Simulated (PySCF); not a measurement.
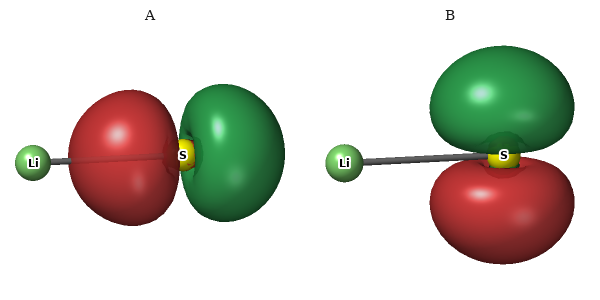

Figure 1: LiS (charge +1, triplet). Two frontier α-spin orbitals, each drawn at the value that holds 80 % of its norm (green and red are the two phases), in no order; of a degenerate pair one member is drawn.

Level of theory: PBE0/def2-SVP, non-relativistic Hamiltonian with scalar-relativistic core potentials where named, at a bond length of 2.515 Å in PySCF.

Name the orbitals and rank them from lowest to highest energy.

Answer. Orbital B: π, occupied in this spin, −15.24 eV; almost wholly on S.
Orbital A: σ, occupied in this spin, −14.45 eV; mainly on S (95 %).
